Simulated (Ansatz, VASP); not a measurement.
# Cross-check of BN between VASP and Ansatz

One calculation is typed for both programs; each brings its own data sets and cutoff. How far apart do they land?

Calculated with Ansatz 0.2.0; plane waves, with VASP 6.6.1 beside it; band structure at HSE06.

## (1) The starting structure

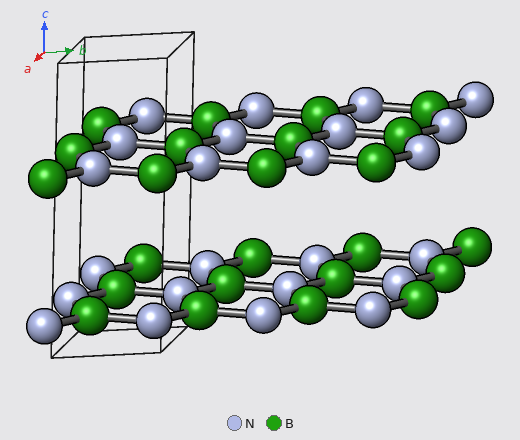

The cell as given, slightly off an axis (nitrogen light blue, boron green). 3×4×1 cells are drawn.

## (2) Ansatz: band structure, HSE06

Ansatz runs on its default PAW (the set named soft_2) files.

The same path points are solved in both programs, so levels can be compared one by one.

input.yaml

```yaml
crystal:
  lattice:
    - [2.50399, 0.0, 0.0]
    - [-1.251995, 2.1685189508, 0.0]
    - [0.0, 0.0, 6.6612]
  atoms:
    - { symbol: "N", position: [0.6666666667, 0.3333333333, 0.25] }
    - { symbol: "N", position: [0.3333333333, 0.6666666667, 0.75] }
    - { symbol: B, position: [0.6666666667, 0.3333333333, 0.75] }
    - { symbol: B, position: [0.3333333333, 0.6666666667, 0.25] }
hamiltonian:
  xc: { exchange: pbe, correlation: pbe, exx: { coeff: 0.25, omega: 0.2 } }
  pseudopotentials: { kind: paw }
kpoints:
  mp_grid: { grid: [7, 7, 2] }
  band_path:
    path:
      - [0.0, 0.0, 0.0]
      - [0.44444, 0.0, 0.0]
      - [0.5, 0.0, 0.0]
      - [0.38889, 0.22222, 0.0]
      - [0.2963, 0.2963, 0.0]
      - [0.18519, 0.18519, 0.0]
      - [0.0, 0.0, 0.11111]
      - [0.0, 0.0, 0.5]
      - [0.44444, 0.0, 0.5]
      - [0.38889, 0.22222, 0.5]
      - [0.18519, 0.18519, 0.5]
      - [0.5, 0.0, 0.38889]
      - [0.33333, 0.33333, 0.0]
      - [0.33333, 0.33333, 0.5]
    npoints: 1
scf:
  occupations: { method: gaussian, width: 0.03 }
  n_extra_bands: 8
output:
  forces: true
  stress: true
  eigenvalues: true
```

Run with:

```sh
ansatz run input.yaml --threads 4 --pin off --max-ram 9216MiB --backend cpu --events-out ev --progress --plain --runs-dir out
```

Numbers of over 12 decimals in the logs are rounded to 6 here.

Log:

```text
Warning: output.stress: scf.convergence.dr2_threshold = 1e-7 eV (the SCF's general default) is looser than the 4e-10 eV advised for a printed stress (1e-10 eV for each atom of the cell: 4). What an SCF threshold leaves in a stress goes as its square root, and in the free energy as the threshold itself, and one threshold admits the most on a small cell: [figures from the program's tests cut] Set scf.convergence.dr2_threshold to 4e-10 eV or tighter. The threshold is an SCF's pass mark: one that does not reach it within its budget of iterations ends unconverged, or closes short of it on a stop that the run arms, and scf.convergence.dr2_threshold's page says what that costs each kind of run
Warning: output.stress: scf.exx.energy_threshold = 1e-6 eV is looser than the 4e-8 eV advised for a stress under a hybrid functional (1e-8 eV for each atom of the cell: 4). Every SCF of the exchange loop can meet its threshold on dr2 while the loop round them stops early: no threshold on dr2 bounds what that leaves in the stress. Set scf.exx.energy_threshold to 4e-8 eV or tighter. The threshold is the loop's pass mark: a loop that does not reach it within its budget of cycles ends unconverged, and scf.exx.energy_threshold's page has the law
scf.n_extra_bands = 8 over 8 filled bands (N_el = 16.0): the run solves 16 bands
Engine: ansatz 0.2.0, aarch64-unknown-linux-gnu
Pseudopotentials: kind: paw
Pseudopotential: N, paw, valence charge 5, recommended cutoff 420 eV (normal), N.paw.azcp
Pseudopotential: B, paw, valence charge 3, recommended cutoff 420 eV (normal), B.paw.azcp
Functional definition: unnamed
  parameter a_1 = 0.25
  parameter omega_1 = 0.2/angstrom
  exchange = pbe_x + (-a_1)*pbe_x_sr(omega_1) + a_1*exact_x_sr(omega_1)
  correlation = pbe_c
Crystal: 4 atoms, lattice volume = 36.170 Å³
Basis set: ecut = 420 eV, 713 PW (Γ), exchange–correlation on 36×36×90 points (8 copies of the dense FFT grid, shifted against one another)
Bands: 16, of which v1, the nominal top of the filled ones, is band 8 counted from 1 (7 counted from 0)
Symmetry: 24 space group operations
Space group: P63/mmc (ITA 194), of the structure as read, at distance tolerance 3.3e-5 Å
k-points: 16 of 98
Non-local potential: N, projectors of the file, l = 0: 2, l = 1: 2, l = 2: 1
Non-local potential: B, projectors of the file, l = 0: 2, l = 1: 2, l = 2: 1
PAW form: soft (Blöchl's): semilocal exchange-correlation on the pseudo side does not see the compensation charge
PAW frozen core: N, regenerated for the run's functional, and the local potential with it (the file was generated under x = pbe(κ = 0.804, μ = 0.219515), c = pbe(β = 0.066725))
PAW frozen core: B, regenerated for the run's functional, and the local potential with it (the file was generated under x = pbe(κ = 0.804, μ = 0.219515), c = pbe(β = 0.066725))
PAW one-centre angular grid: N, 110 points (default); XC on 64 Gauss nodes
PAW one-centre angular grid: B, 110 points (default); XC on 64 Gauss nodes
Initial density: superposition of atomic densities (neutral atoms: chi_scale 0, normalization atom), corrected by the library's trained network
Initial wavefunctions: pseudopotential atomic-orbital guess
Functional: x = pbe(κ = 0.804, μ = 0.219515), c = pbe(β = 0.066725), warm-up for x = pbe(κ = 0.804, μ = 0.219515) + 0.25 (exact − pbe) at short range (hse, ω = 0.2 Å⁻¹), c = pbe(β = 0.066725)
SCF iter   1: F=—  HF=-1084.805230 eV  |F-HF|=—  |Δ(HF+E_count)|=         —  Δρ=1.54e-3  dr2=2.45e-4  ethr=1.77e-3  ⟨swp⟩=2.2  Hψ=1746  notcnv=0
preconditioner: auto → none  [insulator: Δε(μ)=4.486 eV  Ē_g=18.647 eV  σ=0.030 eV  W_gap=1.00  n_scr=4 (ndim 8)  ℏωp=24.7 eV  f_vac=0.023  D(μ)=0.00/eV (n_scr^D=0)]
SCF iter   2: F=-1084.806578 eV  HF=-1084.806222 eV  |F-HF|=3.57e-4  |Δ(HF+E_count)|=   9.92e-4  Δρ=7.39e-4  dr2=3.97e-5  ethr=1.53e-6  ⟨swp⟩=3.2  Hψ=508  notcnv=0
SCF 1 stopped early in 2 iterations: F = -1084.806578 eV  dr2 = 3.97e-5
  greatest PAW one-centre occupation: 0.797 electrons in one spin orbital (limit 2), on the N atom at site 1 (counted from 0), in its partial waves of l = 0
Initial density: handed on by an earlier stage of this run
Initial wavefunctions: those handed on with the density
Functional: x = pbe(κ = 0.804, μ = 0.219515) + 0.25 (exact − pbe) at short range (hse, ω = 0.2 Å⁻¹), c = pbe(β = 0.066725)
Exchange kernel: α = 0.2500, screened, ω = 0.2000 Å⁻¹, Wigner–Seitz truncation, v(0) = 1105.0432 eV·Å³, q-mesh 7×7×2, nearest image of the exchange supercell L = 13.32 Å, pair-density grid 15×15×32, without the augmentation charges, whose exchange is taken in its separable form by FFT convolution over the k-point mesh (sized by the pseudopotential files, 15×15×45 at the most), smooth part of the exact exchange by density-matrix convolution
Frozen-core exchange: fock
SCF iter   1: F=—  HF=-1085.043640 eV  |F-HF|=—  |Δ(HF+E_count)|=         —  Δρ=7.75e-3  dr2=1.42e-2  ethr=2.48e-6  ⟨swp⟩=6.9  Hψ=1270  notcnv=0
preconditioner: auto → none  [insulator: Δε(μ)=5.863 eV  Ē_g=21.062 eV  σ=0.030 eV  W_gap=1.00  n_scr=4 (ndim 8)  ℏωp=24.7 eV  f_vac=0.022  D(μ)=0.00/eV (n_scr^D=0)]
SCF iter   2: F=—  HF=-1085.038884 eV  |F-HF|=—  |Δ(HF+E_count)|=   4.76e-3  Δρ=3.63e-3  dr2=2.43e-3  ethr=2.48e-6  ⟨swp⟩=3.6  Hψ=656  notcnv=0
SCF iter   3: F=—  HF=-1085.044075 eV  |F-HF|=—  |Δ(HF+E_count)|=   5.19e-3  Δρ=1.75e-3  dr2=9.70e-4  ethr=2.48e-6  ⟨swp⟩=3.3  Hψ=535  notcnv=0  defer=1
iter 4 solved again at ethr=6.48e-8 eV; its pass at ethr=2.48e-6 eV (dr2=1.04e-5 eV) is discarded
SCF iter   4: F=—  HF=-1085.043780 eV  |F-HF|=—  |Δ(HF+E_count)|=   2.95e-4  Δρ=2.33e-4  dr2=2.76e-5  ethr=6.48e-8  ⟨swp⟩=2.1  Hψ=930  notcnv=0
SCF iter   5: F=—  HF=-1085.043872 eV  |F-HF|=—  |Δ(HF+E_count)|=   9.22e-5  Δρ=2.43e-4  dr2=1.80e-5  ethr=6.48e-8  ⟨swp⟩=3.1  Hψ=487  notcnv=0  defer=1
SCF iter   6: F=-1085.043867 eV  HF=-1085.043867 eV  |F-HF|=6.49e-8  |Δ(HF+E_count)|=   4.89e-6  Δρ=2.76e-5  dr2=1.57e-6  ethr=6.48e-8  ⟨swp⟩=2.8  Hψ=427  notcnv=0
SCF 2 stopped early in 6 iterations: F = -1085.043867 eV  dr2 = 1.57e-6
  greatest PAW one-centre occupation: 0.799 electrons in one spin orbital (limit 2), on the N atom at site 1 (counted from 0), in its partial waves of l = 0
hybrid outer 1: dexx = +6.276e-3 eV, tail = 1.30e-5 eV
Exchange kernel: α = 0.2500, screened, ω = 0.2000 Å⁻¹, Wigner–Seitz truncation, v(0) = 1105.0432 eV·Å³, q-mesh 7×7×2, nearest image of the exchange supercell L = 13.32 Å, pair-density grid 15×15×32, without the augmentation charges, whose exchange is taken in its separable form by FFT convolution over the k-point mesh (sized by the pseudopotential files, 15×15×45 at the most), smooth part of the exact exchange by density-matrix convolution
Frozen-core exchange: fock
SCF iter   1: F=—  HF=-1085.043956 eV  |F-HF|=—  |Δ(HF+E_count)|=         —  Δρ=4.36e-5  dr2=4.23e-7  ethr=4.08e-7  ⟨swp⟩=4.6  Hψ=701  notcnv=0
preconditioner: auto → none  [insulator: Δε(μ)=5.865 eV  Ē_g=21.059 eV  σ=0.030 eV  W_gap=1.00  n_scr=4 (ndim 8)  ℏωp=24.7 eV  f_vac=0.022  D(μ)=0.00/eV (n_scr^D=0)]
SCF iter   2: F=—  HF=-1085.043955 eV  |F-HF|=—  |Δ(HF+E_count)|=   7.46e-8  Δρ=1.14e-5  dr2=1.12e-7  ethr=2.12e-9  ⟨swp⟩=3.0  Hψ=479  notcnv=0
SCF iter   3: F=-1085.043956 eV  HF=-1085.043956 eV  |F-HF|=1.06e-9  |Δ(HF+E_count)|=   1.18e-7  Δρ=4.82e-6  dr2=3.21e-9  ethr=6.98e-11  ⟨swp⟩=3.8  Hψ=648  notcnv=0  defer=1
SCF 3 converged in 3 iterations: F = -1085.043956 eV  dr2 = 3.21e-9
  Residual-converged pass: ⟨swp⟩=2.4  Hψ=396  notcnv=0  max |occ|·‖R‖ = 2.4e-6 eV (tolerance 2.4e-6 eV)  dr2=3.17e-9  dr2_onsite=4.75e-10  max |Δocc| = 0.0e0
hybrid outer 2: dexx = +1.733e-7 eV, tail = 1.08e-8 eV, Δε = 1.86e-3 eV (about 6.49e-5 eV left of the loop's levels)
NSCF: frozen V_eff on 14 k-points
hybrid SCF converged: 2 outer / 9 inner (+2 warm-up), last move |dexx| = 1.73e-7 eV, tail = 1.08e-8 eV
Stability not checked: this state was not tested for a lower state beside it, because the functional holds exact exchange (a hybrid, or Hartree-Fock), whose exchange loop this test does not read (fock_operator; see scf.lower_state_search)
Free energy (F): -1085.043956 eV
Frozen-core exchange: fock
Harris-Foulkes:  -1085.043956 eV  (|F-HF|=1.06e-9)
Internal energy: -1085.043956 eV  (E = F + TS)
E sigma→0 (E₀):  -1085.043956 eV
Fermi energy:    6.794233 eV
--- Per-component energies (eV) ---
  E_band       = -63.646314
  E_kinetic    = 366.952778
  E_local      = -694.471789  (includes V_loc(G=0)·N_el)
  E_nonlocal   = 113.659976
  E_hartree    = 225.037003
  E_xc         = -149.029655
  E_vxc        = -183.159747  (∫ρ·V_xc dr)
  E_exx        = -39.021840  (= α·E_x^exact, valence–valence)
  E_paw        = -410.225963  (= ΣΔE_a)
  E_vpaw       = -38.657746  (= ΣTr[D̂ρ^β])
  E_aug_tail   = 0.000203  (compensation charges beyond the density's cutoff)
  E_ewald      = -497.875223
  E_core_change = -0.069446  (= ΣΔE_core)
  E_smearing   = -0.000000  (= −TS)
  E_closure    = -0.000000  (closes the sum)
  Σ components = -1085.043956   (vs F -1085.043956, Δ=0.00e0)
--- Forces (eV/Å), atoms counted from 1 ---
  atom   1  N      0.00000000     0.00000000    -0.00000000
  atom   2  N      0.00000000    -0.00000000     0.00000000
  atom   3  B      0.00000000     0.00000000    -0.00000000
  atom   4  B      0.00000000    -0.00000000     0.00000000
  max |Σ_I F_I| component: 2.22e-16 eV/Å
--- Stress (GPa, compression-positive) ---
       -3.728468       0.000000      -0.000000
       -0.000000      -3.728468       0.000000
       -0.000000       0.000000       2.342525
  P = ⅓ Tr σ = -1.7048 GPa (-17.048 kbar)
--- Band table (eV; the first three rows and the last of 16) ---
  k-point 0: bands = [... 4 lower, 2.3079, 2.3079, 2.3470, 2.3470, 10.3251, 15.9096, 17.2320, 17.2320, ... 4 higher]
  k-point 1: bands = [... 4 lower, 2.3276, 2.3276, 2.3276, 2.3276, 12.8585, 12.8585, 17.2994, 17.2994, ... 4 higher]
  k-point 2: bands = [... 4 lower, 0.6708, 0.7120, 1.5659, 1.6156, 11.0242, 15.6124, 16.7178, 17.1530, ... 4 higher]
  k-point 15: bands = [... 4 lower, -3.4006, -3.4006, 3.4799, 3.4799, 10.2986, 10.2986, 17.4944, 17.4944, ... 4 higher]
```

Elapsed: 12 s, on 4 threads of Arm Neoverse V2, shared host; peak memory 0.6 GiB.

[end of part 1 of 2]

[Lines on the potential files, build, host, timing and source positions are cut from VASP's logs without a mark.]

[Logs are printed without paths, hosts, clocks, repeated set-up lines and the standing remarks that a program may print on its own settings, such as how far it seeks lower states.]

[Hosts, paths, dates, database ids (printed as entryN), source tags and the programs' standing remarks are cut or masked in the printed files.]
